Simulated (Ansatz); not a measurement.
# CH4NO: the cost of one run

Computed with Ansatz 0.2.0, Gaussian basis. Level: single points in def2-TZVPP.

Correlated methods freeze the cores.

### Step 1. Where the work starts

SMILES `N[CH+]O`, 7 atoms, charge 1, spin multiplicity 1.

Atoms are counted from 1 here; the program's logs count them from 0.

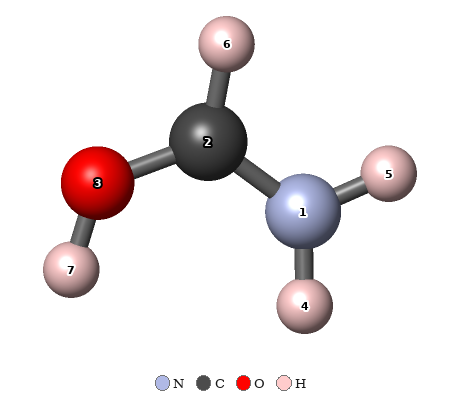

The starting geometry (nitrogen light blue, carbon dark grey, oxygen red, hydrogen pink); atoms are numbered from 1 in the order of the file.

Geometry (Å):

```xyz
7
CH4NO
N    -0.7934    0.0748   -0.3219
C     0.3103    0.3556    0.3201
O     1.3032   -0.4296    0.3936
H    -0.9496   -0.7038   -0.9351
H    -1.5285    0.7501   -0.3658
H     0.4179    1.3505    0.7454
H     1.3469   -1.3186   -0.0004
```

### Step 2. PBE-D4/def2-TZVPP

run/in.yaml

```yaml
crystal:
  periodic: [false, false, false]
  atoms:
    - {symbol: N, position_ang: [-0.793427, 0.074837, -0.321892]}
    - {symbol: C, position_ang: [0.310272, 0.355645, 0.320075]}
    - {symbol: O, position_ang: [1.303213, -0.429595, 0.393557]}
    - {symbol: H, position_ang: [-0.949634, -0.703764, -0.935131]}
    - {symbol: H, position_ang: [-1.528530, 0.750106, -0.365831]}
    - {symbol: H, position_ang: [0.417902, 1.350544, 0.745421]}
    - {symbol: H, position_ang: [1.346922, -1.318634, -0.000396]}
basis:
  gaussian: {orbitals: def2-TZVPP}
total_charge: 1
hamiltonian: {xc: pbe, dispersion: d4}
output: {forces: true}
```

Launch:

```
ansatz run in.yaml --threads 2 --pin off --events-out ev --progress --plain --max-ram 3481MiB
```

**Question.** How long does this run take on 2 threads of Arm Neoverse V2, shared host, and how much memory does it need?

About 1.1 s, with a peak of 0.12 GiB.
